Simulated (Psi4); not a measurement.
**UPBE/def2-TZVPD (sweep point 6) run of O2 (oxygen)**

What is the vertical ionisation energy of O2 (oxygen) at UPBE/def2-TZVPD (sweep point 6)? The job is set up through a Python script.

The calculation is run with Psi4 1.11.

4 further runs of the same task are left out: 4 set aside as unsound or not needed.

## (1) The molecule

O2 has 2 atoms, charge 0, and is taken as a triplet. SMILES: `O=O`. The shape is that of a GFN2-xTB optimisation.

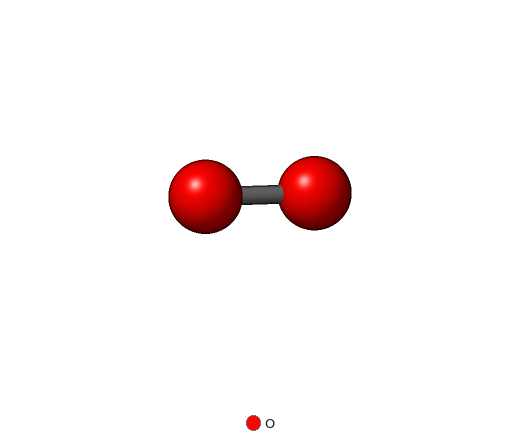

Viewed from a chosen angle; oxygen red.

## (2) The energy at UPBE/def2-TZVPD (sweep point 6)

o2.py

```python
import psi4

psi4.set_memory(1600000000)
psi4.set_num_threads(1)
psi4.set_output_file('run.log', False)

molecule = psi4.geometry("""
0 3
O      0.97685613    -0.31603780     0.50313958
O     -0.97685613     0.31603780    -0.50313958
units au
symmetry c1
""")

options = {'basis': 'def2-TZVPD', 'reference': 'uks', 'puream': True, 'scf_type': 'pk', 'dft_radial_points': 99, 'dft_spherical_points': 590, 'maxiter': 150}
psi4.set_options(options)

E, wfn = psi4.energy("pbe", return_wfn=True)
print('E =', round(E, 9))
```

Started as:

```bash
python o2.py
```

run.log, cut to the lines that bear on the results:

```text
[...]
  Running in c1 symmetry.
[...]
  Nuclear repulsion =   27.987630427800006
[...]
  Multiplicity = 3
[...]
  Nalpha       = 9
  Nbeta        = 7
[...]
    Number of basis functions: 80
[...]
   @UKS iter   1:  -150.22230834035577   -2.59865e-01   3.58856e-03 ADIIS/DIIS
[...]
   @UKS iter   6:  -150.25006707626309   -6.25356e-08   5.77563e-07 DIIS
[...]
   @S^2 Observed:                2.004568418E+00
[...]
    Orbital Energies [Eh]
    ---------------------
    Alpha Occupied:
       1A    -18.904630     2A    -18.904610     3A     -1.208316
       4A     -0.753852     5A     -0.498555     6A     -0.497466
       7A     -0.497466     8A     -0.251316     9A     -0.251316
    Alpha Virtual:
      10A      0.031670    11A      0.035217    12A      0.061121
      13A      0.061121    14A      0.109883    15A      0.115389
      16A      0.115389    17A      0.146370    18A      0.253032
      19A      0.285078    20A      0.285078    21A      0.386670
      22A      0.433749    23A      0.435901    24A      0.435901
      25A      0.440874    26A      0.440874    27A      0.458816
[...]
  @UKS Final Energy:  -150.25006707626309
   => Energetics <=
    Nuclear Repulsion Energy =             27.9876304278000063
    One-Electron Energy =                -261.7155160775396325
    Two-Electron Energy =                 100.3631218732671755
    DFT Exchange-Correlation Energy =     -16.8853032997906531
    Empirical Dispersion Energy =           0.0000000000000000
    VV10 Nonlocal Energy =                  0.0000000000000000
    Total Energy =                       -150.2500670762630932
[...]
 Multipole Moments:
 ------------------------------------------------------------------------------------
     Multipole            Electronic (a.u.)      Nuclear  (a.u.)        Total (a.u.)
 ------------------------------------------------------------------------------------
 L = 1.  Multiply by 2.5417464519 to convert [e a0] to [Debye]
 Dipole X            :         -0.0000000            0.0000000           -0.0000000
 Dipole Y            :         -0.0000000            0.0000000           -0.0000000
 Dipole Z            :          0.0000000            0.0000000            0.0000000
 Magnitude           :                                                    0.0000000
[...]
```

Standard output:

```text
E = -150.250067076
```

It took 6.3 s on 1 thread of AMD EPYC 7B13 (Zen 3), shared host; peak memory 0.53 GiB.

## (3) The doublet cation, same level

run.py

```python
import psi4

psi4.set_memory(1600000000)
psi4.set_num_threads(1)
psi4.core.set_output_file('psi4.out', False)

m = psi4.geometry("""
1 2
O      0.97685613    -0.31603780     0.50313958
O     -0.97685613     0.31603780    -0.50313958
units bohr
symmetry c1
""")

psi4.set_options({
    'reference': 'uks',
    'puream': True,
    'scf_type': 'pk',
    'dft_radial_points': 99,
    'dft_spherical_points': 590,
    'maxiter': 150,
})

energy_value, wavefunction = psi4.energy('pbe/def2-TZVPD', return_wfn=True)
print(f'pbe/def2-TZVPD energy: {energy_value:.10f} Eh')
for k, v in sorted(psi4.core.scalar_variables().items()):
    print(f'{k:45s} {v:18.10f}')
```

Started as:

```bash
python run.py
```

psi4.out, cut to the lines that bear on the results:

```text
[...]
  Running in c1 symmetry.
[...]
  Nuclear repulsion =   27.987630427800006
[...]
  Multiplicity = 2
[...]
  Nalpha       = 8
  Nbeta        = 7
[...]
    Number of basis functions: 80
[...]
   @UKS iter   1:  -149.76927723730375    1.93166e-01   2.56452e-03 ADIIS/DIIS
[...]
   @UKS iter   6:  -149.78817604728491   -1.75292e-07   1.93922e-07 DIIS
[...]
   @S^2 Observed:                7.514965073E-01
[...]
    Orbital Energies [Eh]
    ---------------------
    Alpha Occupied:
       1A    -19.420470     2A    -19.420447     3A     -1.666638
       4A     -1.186361     5A     -0.933315     6A     -0.933159
       7A     -0.929401     8A     -0.688528
    Alpha Virtual:
       9A     -0.678846    10A     -0.299813    11A     -0.201735
      12A     -0.139143    13A     -0.138964    14A     -0.120928
      15A     -0.074343    16A     -0.053840    17A     -0.051759
      18A      0.010783    19A      0.011241    20A      0.050985
      21A      0.154063    22A      0.181628    23A      0.183604
      24A      0.201045    25A      0.206140    26A      0.208316
[...]
  @UKS Final Energy:  -149.78817604728491
   => Energetics <=
    Nuclear Repulsion Energy =             27.9876304278000063
    One-Electron Energy =                -254.3333671292749045
    Two-Electron Energy =                  92.9598522181612879
    DFT Exchange-Correlation Energy =     -16.4022915639713140
    Empirical Dispersion Energy =           0.0000000000000000
    VV10 Nonlocal Energy =                  0.0000000000000000
    Total Energy =                       -149.7881760472849066
[...]
 Multipole Moments:
 ------------------------------------------------------------------------------------
     Multipole            Electronic (a.u.)      Nuclear  (a.u.)        Total (a.u.)
 ------------------------------------------------------------------------------------
 L = 1.  Multiply by 2.5417464519 to convert [e a0] to [Debye]
 Dipole X            :         -0.0000000            0.0000000           -0.0000000
 Dipole Y            :         -0.0000000            0.0000000           -0.0000000
 Dipole Z            :          0.0000000            0.0000000            0.0000000
 Magnitude           :                                                    0.0000000
[...]
```

On the terminal:

```text
pbe/def2-TZVPD energy: -149.7881760473 Eh
CURRENT ENERGY                                   -149.7881760473
CURRENT REFERENCE ENERGY                         -149.7881760473
DD SOLVATION ENERGY                                 0.0000000000
DFT FUNCTIONAL TOTAL ENERGY                      -149.7881760473
DFT TOTAL ENERGY                                 -149.7881760473
DFT VV10 ENERGY                                     0.0000000000
DFT XC ENERGY                                     -16.4022915640
GRID ELECTRONS ALPHA                                8.0000000144
GRID ELECTRONS BETA                                 7.0000000122
GRID ELECTRONS TOTAL                               15.0000000266
NUCLEAR REPULSION ENERGY                           27.9876304278
ONE-ELECTRON ENERGY                              -254.3333671293
PCM POLARIZATION ENERGY                             0.0000000000
PE ENERGY                                           0.0000000000
SCF ITERATION ENERGY                             -149.7881760473
SCF ITERATIONS                                      6.0000000000
SCF TOTAL ENERGY                                 -149.7881760473
TWO-ELECTRON ENERGY                                92.9598522182
XC GRID RADIAL POINTS                              99.0000000000
XC GRID SPHERICAL POINTS                          590.0000000000
XC GRID TOTAL POINTS                           115296.0000000000
```

It took 6 s on 1 thread of AMD EPYC 7B13 (Zen 3), shared host; peak memory 0.53 GiB.

## (4) Summary of results

At UPBE/def2-TZVPD (sweep point 6):

| quantity | value |
| --- | --- |
| triplet O2: total energy | -150.25007 Eh |
| triplet O2: dipole moment | 0.00 D |
| triplet O2: HOMO energy (highest over α and β) | -6.84 eV |
| triplet O2: LUMO energy (lowest over α and β) | -4.53 eV |
| triplet O2: ⟨S²⟩ | 2.005 |
| doublet cation: total energy | -149.78818 Eh |
| doublet cation: HOMO energy (highest over α and β) | -18.74 eV |
| doublet cation: LUMO energy (lowest over α and β) | -18.47 eV |
| doublet cation: ⟨S²⟩ | 0.751 |
| vertical ionisation energy (to the doublet cation) | 12.569 eV |

What this shows: The vertical ionisation energy comes to 12.57 eV (1213 kJ/mol).
